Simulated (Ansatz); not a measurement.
# ZrGe (model cell, started as rocksalt type): from the cell to its phonons

Aim: the vibrations of ZrGe (model cell, started as rocksalt type), their spectra, and whether the structure is stable.

Calculated with Ansatz 0.2.0; DFT PBEsol, scalar-relativistic, plane waves, PAW.

The structure was built from a prototype and need not be the compound's stable phase.

## 1. The starting structure

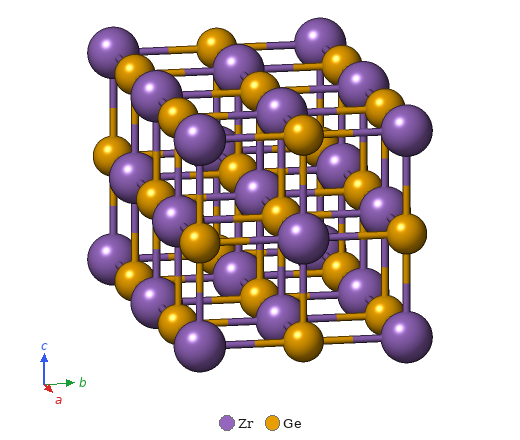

The cell as given, slightly off an axis (zirconium purple, germanium orange). 2×1×1 cells are drawn. This picture shows the conventional cell, with its axes. Some periodic images of atoms are drawn too.

## 2. Bringing the structure to rest

Harmonic phonons are second derivatives at a point where the forces vanish, and they are wanted at zero stress, so atoms and cell are relaxed first.

Input file input.yaml:

```yaml
crystal:
  lattice:
    - [0.0, 2.72, 2.72]
    - [2.72, 0.0, 2.72]
    - [2.72, 2.72, 0.0]
  atoms:
    - { symbol: Zr, position: [0.0, 0.0, 0.0] }
    - { symbol: Ge, position: [0.5, 0.5, 0.5] }
kpoints:
  mp_grid: { grid: [14, 14, 14] }
hamiltonian:
  xc: pbesol
scf:
  occupations: { method: gaussian, width: 0.1 }
output:
  forces: true
  stress: true
  eigenvalues: true
  write_density: true
  write_potential: true
  elf: true
  volumetric_format: npy
relax:
  adjacent_minimum: "off"
  f_tol: 0.005
  max_steps: 80
  cell: { stress_tol: 0.05 }
```

Launch:

```
> ansatz run input.yaml --threads 8 --pin off --max-ram 14336MiB --backend cpu --events-out ev --progress --plain --runs-dir out
```

Numbers of over 12 decimals in the logs are rounded to 6 here.

The log of the run:

```text
Engine: ansatz 0.2.0, x86_64-unknown-linux-gnu
Pseudopotentials: kind: paw
Pseudopotential: Zr, paw, valence charge 12, recommended cutoff 420 eV (normal), Zr.paw.azcp
Pseudopotential: Ge, paw, valence charge 14, recommended cutoff 420 eV (normal), Ge.paw.azcp
Functional definition: PBEsol
  exchange = pbesol_x
  correlation = pbesol_c
Crystal: 2 atoms, lattice volume = 40.247 Å³
Basis set: ecut = 420 eV, 749 PW (Γ), exchange–correlation on 54×54×54 points (8 copies of the dense FFT grid, shifted against one another)
Bands: 17, of which v1, the nominal top of the filled ones, is band 13 counted from 1 (12 counted from 0)
Symmetry: 48 space group operations
Space group: Fm-3m (ITA 225), of the structure as read, at distance tolerance 3.4e-5 Å
k-points: 104 of 2744
Non-local potential: Zr, projectors of the file, l = 0: 3, l = 1: 2, l = 2: 2, l = 3: 2
Non-local potential: Ge, projectors of the file, l = 0: 2, l = 1: 2, l = 2: 3, l = 3: 1
PAW form: soft (Blöchl's): semilocal exchange-correlation on the pseudo side does not see the compensation charge
PAW frozen core: Zr, regenerated for the run's functional, and the local potential with it (the file was generated under x = pbe(κ = 0.804, μ = 0.219515), c = pbe(β = 0.066725))
PAW frozen core: Ge, regenerated for the run's functional, and the local potential with it (the file was generated under x = pbe(κ = 0.804, μ = 0.219515), c = pbe(β = 0.066725))
PAW one-centre angular grid: Zr, 590 points (default); XC on 64 Gauss nodes
PAW one-centre angular grid: Ge, 590 points (default); XC on 64 Gauss nodes
Initial density: superposition of atomic densities (neutral atoms: chi_scale 0, normalization atom), corrected by the library's trained network
Initial wavefunctions: pseudopotential atomic-orbital guess
Functional: x = pbesol(κ = 0.804, μ = 0.123457), c = pbesol(β = 0.046)
SCF iter   1: F=—  HF=-8383.754970 eV  |F-HF|=—  |Δ(HF+E_count)|=         —  Δρ=3.58e-3  dr2=4.84e-3  ethr=1.77e-3  ⟨swp⟩=5.0  Hψ=7453  notcnv=0
preconditioner: auto → Kerker (q_TF=auto, 2.537 Å⁻¹)  [metal: Δε(μ)=0.029 eV  Ē_g=20.644 eV  σ=0.100 eV  W_gap=0.16  n_scr=14 (ndim 8)  ℏωp=28.7 eV  f_vac=0.000  D(μ)=0.53/eV (n_scr^D=0)]
SCF iter   2: F=—  HF=-8383.753510 eV  |F-HF|=—  |Δ(HF+E_count)|=   1.46e-3  Δρ=1.98e-3  dr2=1.31e-3  ethr=1.86e-5  ⟨swp⟩=2.3  Hψ=3353  notcnv=0
SCF iter   3: F=—  HF=-8383.753235 eV  |F-HF|=—  |Δ(HF+E_count)|=   2.75e-4  Δρ=3.28e-4  dr2=2.80e-5  ethr=5.06e-6  ⟨swp⟩=2.0  Hψ=2165  notcnv=0
SCF iter   4: F=—  HF=-8383.753223 eV  |F-HF|=—  |Δ(HF+E_count)|=   1.18e-5  Δρ=1.48e-4  dr2=7.65e-6  ethr=1.08e-7  ⟨swp⟩=2.4  Hψ=2868  notcnv=0
SCF iter   5: F=—  HF=-8383.753220 eV  |F-HF|=—  |Δ(HF+E_count)|=   3.16e-6  Δρ=4.34e-5  dr2=8.83e-7  ethr=2.94e-8  ⟨swp⟩=2.0  Hψ=2689  notcnv=0
SCF iter   6: F=-8383.753220 eV  HF=-8383.753220 eV  |F-HF|=6.03e-9  |Δ(HF+E_count)|=   1.40e-7  Δρ=1.11e-5  dr2=3.91e-8  ethr=3.85e-10  ⟨swp⟩=5.9  Hψ=10060  notcnv=0
SCF 1 converged in 6 iterations: F = -8383.753220 eV  dr2 = 3.91e-8
  greatest PAW one-centre occupation: 0.998 electrons in one spin orbital (limit 2), on the Ge atom at site 1 (counted from 0), in its partial waves of l = 2
relax step   1: F+E_penalty+E_count = -8383.75321986 eV  Δ(F+E_penalty+E_count) = +0.000e0 eV  max|allowed force component| = 2.440e-29 eV/Å  Δτ_max = 0.0000 Å  P = -1.778 GPa  Ω = 40.247 Å³  (6 SCF iters, dr2 threshold 1.00e-7 eV, accepted)
Crystal: 2 atoms, lattice volume = 38.942 Å³
Initial density: handed on by an earlier stage of this run
Initial wavefunctions: those handed on with the density
iter 1 solved again at ethr=4.89e-6 eV; its pass at ethr=3.10e-3 eV (dr2=1.27e-3 eV) is discarded
SCF iter   1: F=—  HF=-8383.752619 eV  |F-HF|=—  |Δ(HF+E_count)|=         —  Δρ=1.44e-3  dr2=1.30e-3  ethr=4.89e-6  ⟨swp⟩=1.3  Hψ=9788  notcnv=0
preconditioner: auto → Kerker (q_TF=auto, 2.551 Å⁻¹)  [metal: Δε(μ)=0.022 eV  Ē_g=20.710 eV  σ=0.100 eV  W_gap=0.13  n_scr=14 (ndim 8)  ℏωp=29.2 eV  f_vac=0.000  D(μ)=0.58/eV (n_scr^D=0)]
SCF iter   2: F=—  HF=-8383.752317 eV  |F-HF|=—  |Δ(HF+E_count)|=   3.02e-4  Δρ=7.10e-4  dr2=2.74e-4  ethr=4.89e-6  ⟨swp⟩=2.7  Hψ=2540  notcnv=0
SCF iter   3: F=—  HF=-8383.752233 eV  |F-HF|=—  |Δ(HF+E_count)|=   8.40e-5  Δρ=2.65e-4  dr2=2.18e-5  ethr=1.05e-6  ⟨swp⟩=2.0  Hψ=2694  notcnv=0
SCF iter   4: F=—  HF=-8383.752221 eV  |F-HF|=—  |Δ(HF+E_count)|=   1.14e-5  Δρ=9.58e-5  dr2=2.89e-6  ethr=8.37e-8  ⟨swp⟩=2.0  Hψ=2695  notcnv=0
SCF iter   5: F=-8383.752222 eV  HF=-8383.752222 eV  |F-HF|=3.40e-8  |Δ(HF+E_count)|=   3.05e-7  Δρ=2.03e-5  dr2=1.55e-7  ethr=7.69e-10  ⟨swp⟩=6.0  Hψ=11428  notcnv=0
SCF 2 converged in 5 iterations: F = -8383.752222 eV  dr2 = 1.55e-7
relax step   2: F+E_penalty+E_count = -8383.75222164 eV  Δ(F+E_penalty+E_count) = +9.982e-4 eV  max|allowed force component| = 1.269e-28 eV/Å  Δτ_max = 0.0000 Å  P = +2.182 GPa  Ω = 38.942 Å³  energy of the carried Pulay correction = +1.981e-4 eV  (5 SCF iters, dr2 threshold 2.00e-7 eV, rejected (line search))
Crystal: 2 atoms, lattice volume = 39.650 Å³
iter 1 solved again at ethr=1.42e-6 eV; its pass at ethr=3.10e-3 eV (dr2=3.70e-4 eV) is discarded
SCF iter   1: F=—  HF=-8383.756889 eV  |F-HF|=—  |Δ(HF+E_count)|=         —  Δρ=8.04e-4  dr2=4.22e-4  ethr=1.42e-6  ⟨swp⟩=2.0  Hψ=9979  notcnv=0
preconditioner: auto → Kerker (q_TF=auto, 2.543 Å⁻¹)  [metal: Δε(μ)=0.023 eV  Ē_g=20.695 eV  σ=0.100 eV  W_gap=0.13  n_scr=14 (ndim 8)  ℏωp=28.9 eV  f_vac=0.000  D(μ)=0.56/eV (n_scr^D=0)]
SCF iter   2: F=—  HF=-8383.756789 eV  |F-HF|=—  |Δ(HF+E_count)|=   9.94e-5  Δρ=3.92e-4  dr2=8.74e-5  ethr=1.42e-6  ⟨swp⟩=2.6  Hψ=2501  notcnv=0
SCF iter   3: F=—  HF=-8383.756759 eV  |F-HF|=—  |Δ(HF+E_count)|=   2.99e-5  Δρ=1.43e-4  dr2=6.47e-6  ethr=3.36e-7  ⟨swp⟩=2.0  Hψ=2687  notcnv=0
SCF iter   4: F=—  HF=-8383.756757 eV  |F-HF|=—  |Δ(HF+E_count)|=   2.66e-6  Δρ=5.11e-5  dr2=8.19e-7  ethr=2.49e-8  ⟨swp⟩=2.0  Hψ=2693  notcnv=0
SCF iter   5: F=—  HF=-8383.756756 eV  |F-HF|=—  |Δ(HF+E_count)|=   4.64e-7  Δρ=1.05e-5  dr2=4.15e-8  ethr=3.15e-9  ⟨swp⟩=2.5  Hψ=3246  notcnv=0
SCF iter   6: F=—  HF=-8383.756756 eV  |F-HF|=—  |Δ(HF+E_count)|=   2.20e-9  Δρ=2.29e-6  dr2=2.58e-9  ethr=1.60e-10  ⟨swp⟩=2.0  Hψ=1987  notcnv=0
SCF iter   7: F=—  HF=-8383.756756 eV  |F-HF|=—  |Δ(HF+E_count)|=  1.98e-10  Δρ=4.68e-7  dr2=1.11e-10  ethr=9.91e-12  ⟨swp⟩=2.4  Hψ=2420  notcnv=0
SCF iter   8: F=-8383.756756 eV  HF=-8383.756756 eV  |F-HF|=1.82e-12  |Δ(HF+E_count)|=  4.91e-11  Δρ=7.07e-8  dr2=1.00e-12  ethr=1.00e-12  ⟨swp⟩=5.3  Hψ=7650  notcnv=0
SCF 3 converged in 8 iterations: F = -8383.756756 eV  dr2 = 1.00e-12
relax step   3: F+E_penalty+E_count = -8383.75675614 eV  Δ(F+E_penalty+E_count) = -3.536e-3 eV  max|allowed force component| = 1.118e-29 eV/Å  Δτ_max = 0.0000 Å  P = -0.049 GPa  Ω = 39.650 Å³  energy of the carried Pulay correction = +8.975e-5 eV  (8 SCF iters, accepted)
Initial wavefunctions: pseudopotential atomic-orbital guess (no wavefunctions were taken with the density)
iter 1 solved again at ethr=3.28e-8 eV; its pass at ethr=3.10e-3 eV (dr2=8.54e-6 eV) is discarded
SCF iter   1: F=—  HF=-8383.756669 eV  |F-HF|=—  |Δ(HF+E_count)|=         —  Δρ=1.07e-5  dr2=6.03e-9  ethr=3.28e-8  ⟨swp⟩=3.1  Hψ=12955  notcnv=0
preconditioner: auto → Kerker (q_TF=auto, 2.543 Å⁻¹)  [metal: Δε(μ)=0.016 eV  Ē_g=20.674 eV  σ=0.100 eV  W_gap=0.09  n_scr=14 (ndim 8)  ℏωp=28.9 eV  f_vac=0.000  D(μ)=0.56/eV (n_scr^D=0)]
SCF iter   2: F=—  HF=-8383.756666 eV  |F-HF|=—  |Δ(HF+E_count)|=   2.87e-6  Δρ=7.12e-6  dr2=6.37e-9  ethr=2.32e-11  ⟨swp⟩=2.0  Hψ=2783  notcnv=0
SCF iter   3: F=—  HF=-8383.756666 eV  |F-HF|=—  |Δ(HF+E_count)|=   2.70e-9  Δρ=2.70e-6  dr2=8.97e-10  ethr=2.32e-11  ⟨swp⟩=3.0  Hψ=2797  notcnv=0
SCF iter   4: F=—  HF=-8383.756666 eV  |F-HF|=—  |Δ(HF+E_count)|=  1.46e-10  Δρ=3.48e-7  dr2=3.07e-11  ethr=3.45e-12  ⟨swp⟩=2.8  Hψ=3388  notcnv=0
SCF iter   5: F=-8383.756666 eV  HF=-8383.756666 eV  |F-HF|=1.82e-12  |Δ(HF+E_count)|=  1.64e-11  Δρ=4.71e-8  dr2=6.20e-13  ethr=1.00e-12  ⟨swp⟩=5.0  Hψ=7049  notcnv=0
SCF 4 converged in 5 iterations: F = -8383.756666 eV  dr2 = 6.20e-13
relax step   4: F+E_penalty+E_count = -8383.75666572 eV  Δ(F+E_penalty+E_count) = +9.041e-5 eV  max|allowed force component| = 6.508e-30 eV/Å  Δτ_max = 0.0000 Å  P = -0.050 GPa  Ω = 39.650 Å³  stress off target by 4.98e-2 GPa  SCF on the basis re-selected at this cell (its energy is not comparable with the rows above)  (5 SCF iters)
basis re-selected at this cell: Δ(F+E_penalty+E_count) = +9.041e-5 eV, ΔP = -0.000 GPa vs the last step (what re-selecting the basis moved, of the pressure what is left beyond the Pulay correction that the steps carried, after the strain that the cell walked since its last selection, with what the two solves' SCF thresholds leave and, on support functions, any second-order correction that the steps lacked; it is no m [...]
SCF converged after 5 iterations
Free energy (F): -8383.756666 eV
Harris-Foulkes:  -8383.756666 eV  (|F-HF|=1.82e-12)
Internal energy: -8383.753849 eV  (E = F + TS)
E sigma→0 (E₀):  -8383.755257 eV
Entropy (-TS):   -0.002817 eV (-1.408 meV/atom)
Fermi energy:    13.180394 eV
--- Per-component energies (eV) ---
  E_band       = -185.373733
  E_kinetic    = 446.622238
  E_local      = -2831.017807  (includes V_loc(G=0)·N_el)
  E_nonlocal   = 501.301017
  E_hartree    = 1174.540615
  E_xc         = -237.185677
  E_vxc        = -257.365600  (∫ρ·V_xc dr)
  E_paw        = -4878.638421  (= ΣΔE_a)
  E_vpaw       = -393.995179  (= ΣTr[D̂ρ^β])
  E_aug_tail   = 0.000330  (compensation charges beyond the density's cutoff)
  E_ewald      = -2560.459801
  E_core_change = 1.083657  (= ΣΔE_core)
  E_smearing   = -0.002817  (= −TS)
  E_closure    = -0.000000  (closes the sum)
  Σ components = -8383.756666   (vs F -8383.756666, Δ=0.00e0)
--- Forces (eV/Å), atoms counted from 1 ---
  atom   1  Zr     0.00000000    -0.00000000    -0.00000000
  atom   2  Ge     0.00000000    -0.00000000     0.00000000
  max |Σ_I F_I| component: 1.64e-29 eV/Å
--- Stress (GPa, compression-positive) ---
       -0.049780       0.000000      -0.000000
       -0.000000      -0.049780      -0.000000
        0.000000      -0.000000      -0.049780
  P = ⅓ Tr σ = -0.0498 GPa (-0.498 kbar)
--- Band table (eV; the first three rows and the last of 104) ---
  k-point 0: bands = [... 9 lower, 2.7951, 13.3244, 13.3244, 13.3244, 14.1712, 14.1712, 15.5863, 15.5863]
  k-point 1: bands = [... 9 lower, 2.8814, 13.0425, 13.2803, 13.2803, 13.8270, 13.8270, 15.4822, 16.1594]
  k-point 2: bands = [... 9 lower, 3.1350, 12.2985, 12.7945, 12.7945, 13.8037, 13.8037, 15.3304, 17.2124]
  k-point 103: bands = [... 9 lower, 5.0371, 10.4730, 10.6501, 10.9609, 15.2427, 15.8461, 16.3054, 16.3745]
--- Relaxed structure (3 steps of the walk, 2 accepted, 1 SCFs on fresh bases) ---
  F+E_penalty+E_count = -8383.75666572 eV   max|allowed force component| = 6.508e-30 eV/Å   (the final SCF, on the basis selected at the relaxed cell)
  cell:  # Å, volume = 39.6503 Å³
    - [0, 2.706483, 2.706483]
    - [2.706483, 0, 2.706483]
    - [2.706483, 2.706483, 0]
  atoms:
    - { symbol: Zr, position: [0, 0, 0] }
    - { symbol: Ge, position: [0.5, 0.5, 0.5] }
```

The job ended after 4.9 s (8 threads of AMD EPYC 7R43, shared host; peak memory 0.51 GiB).

The steps of the relaxation:

```
step  energy less that of the first step (eV)  largest force component (eV/Å)  pressure (GPa)  volume (Å³)
   1                                   0.0000                          0.0000           -1.78        40.25
   2                                   0.0010                          0.0000            2.18        38.94
   3                                  -0.0035                          0.0000           -0.05        39.65
  4*                                  -0.0034                          0.0000           -0.05        39.65
```

Relaxation steps marked * repeat the geometry before them on a plane-wave basis chosen anew for their cell, so energy and pressure can jump there. Relaxation step 2 was tried and not accepted.

The run keeps the 48 symmetry operations that it works with, so distortions that break them were not tested.

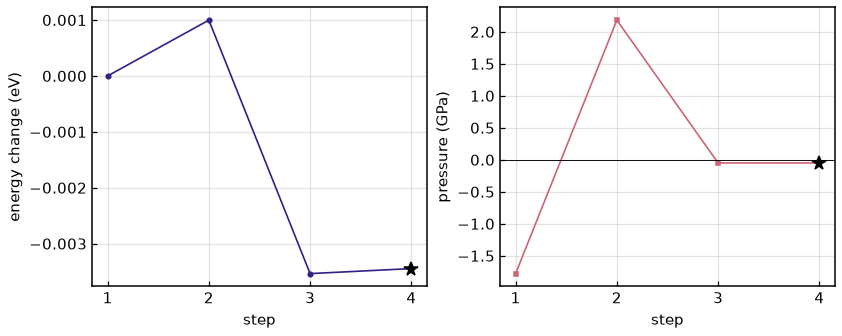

Energy and pressure along the relaxation. Stars mark steps on a basis chosen anew.

```csv
"conventional cell, symmetrised",before,after,change
a (Å),5.440,5.413,-0.5 %
b (Å),5.440,5.413,-0.5 %
c (Å),5.440,5.413,-0.5 %
volume (Å³/atom),20.12,19.83,-1.5 %
```

The relaxed structure:

```xyz
2
Lattice="0.0000 2.7065 2.7065 2.7065 0.0000 2.7065 2.7065 2.7065 0.0000" Properties=species:S:1:pos:R:3 pbc="T T T"
Zr    0.0000    0.0000    0.0000
Ge    2.7065    2.7065    2.7065
```

This step gave:

```yaml
pressure: -0.04978 GPa
volume_per_atom: 19.83 Å³
gap_on_the_k_mesh: 0 eV
```

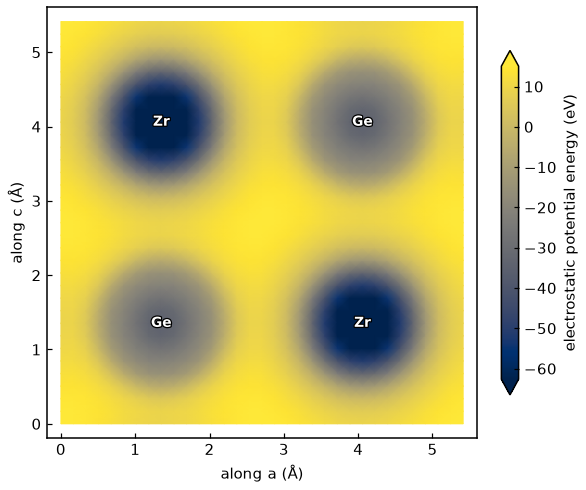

Electrostatic potential energy in the ac plane of the conventional cell at fractional y = 0.000, with atoms of Zr and Ge within 0.2 Å of it. With pseudopotentials it is smooth inside the atoms' cores, unlike the true potential. The map starts off the cell's origin, so that atoms lie inside it.

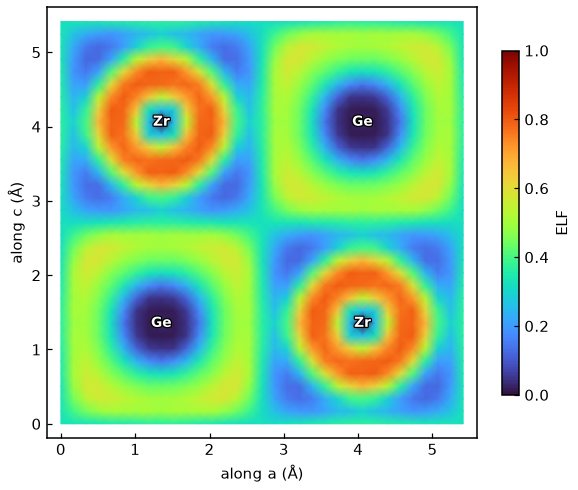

ELF in the ac plane of the conventional cell at fractional y = 0.000, with atoms of Zr and Ge within 0.2 Å of it. It is the smooth field of the valence electrons, not physical close to the nuclei. The map starts off the cell's origin, so that atoms lie inside it.

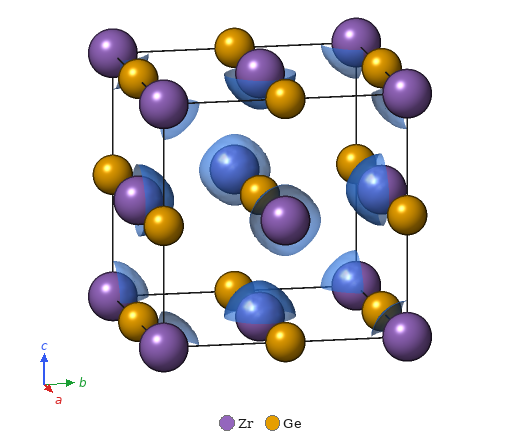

Surface of ELF = 0.72.

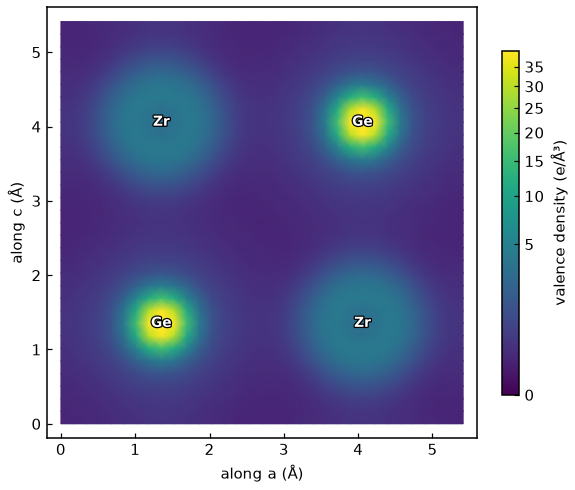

Valence density in the ac plane of the conventional cell at fractional y = 0.000, with atoms of Zr and Ge within 0.2 Å of it. It is the smooth field of the valence electrons, not physical close to the nuclei. The map starts off the cell's origin, so that atoms lie inside it. The colour scale is stretched toward low values.

In this step the volume went from 20.12 to 19.83 Å³/atom.

## 3. Tight relaxation

Phonons need a cell at rest on their own settings, so the relaxation is repeated with tight tolerances on forces and stress on the k mesh and occupations of the first response run.

Input file input.yaml:

```yaml
crystal:
  lattice:
    - [0.0, 2.7064832108, 2.7064832108]
    - [2.7064832108, 0.0, 2.7064832108]
    - [2.7064832108, 2.7064832108, 0.0]
  atoms:
    - { symbol: Zr, position: [0.0, 0.0, 0.0] }
    - { symbol: Ge, position: [0.5, 0.5, 0.5] }
kpoints:
  mp_grid: { grid: [16, 16, 16] }
hamiltonian:
  xc: pbesol
scf:
  occupations: { method: methfessel_paxton, width: 0.2 }
output:
  forces: true
  stress: true
  eigenvalues: true
relax:
  adjacent_minimum: "off"
  f_tol: 0.001
  max_steps: 60
  cell: { stress_tol: 0.01 }
```

The log of the run:

```text
[...]
Crystal: 2 atoms, lattice volume = 39.650 Å³
Basis set: ecut = 420 eV, 749 PW (Γ), exchange–correlation on 54×54×54 points (8 copies of the dense FFT grid, shifted against one another)
Bands: 17, of which v1, the nominal top of the filled ones, is band 13 counted from 1 (12 counted from 0)
Symmetry: 48 space group operations
[...]
k-points: 145 of 4096
[...]
k-point 144: bands = [... 9 lower, 5.0712, 10.5568, 10.5568, 10.8778, 15.5852, 15.5852, 16.3173, 16.4083]
--- Relaxed structure (3 steps of the walk, 2 accepted, 1 SCFs on fresh bases) ---
[...]
cell:  # Å, volume = 39.6272 Å³
    - [0, 2.705959, 2.705959]
    - [2.705959, 0, 2.705959]
    - [2.705959, 2.705959, 0]
  atoms:
    - { symbol: Zr, position: [0, 0, 0] }
    - { symbol: Ge, position: [0.5, 0.5, 0.5] }
[key lines of the parts left out:]
SCF converged after 4 iterations
Free energy (F): -8383.755984 eV
Fermi energy:    13.197394 eV
P = ⅓ Tr σ = -0.0001 GPa (-0.001 kbar)
```

The job ended after 6.1 s (8 threads; peak memory 0.5 GiB; 38 s of CPU time).

Little changed from the start: no atom moved by 0.005 Å and no cell edge by 0.1 %.

Numbers from this step:

- pressure: -5.31e-5 GPa
- volume per atom: 19.81 Å³

The forces vanish by symmetry and the pressure is 0.000 GPa, within the tolerances set. The cell now holds 19.81 Å³/atom.

(Continued in part 2 of 3.)

[Logs are printed without paths, hosts, clocks, repeated set-up lines and the standing remarks that a program may print on its own settings, such as how far it seeks lower states.]

[Hosts, paths, dates, database ids (printed as entryN), source tags and the programs' standing remarks are cut or masked in the printed files.]
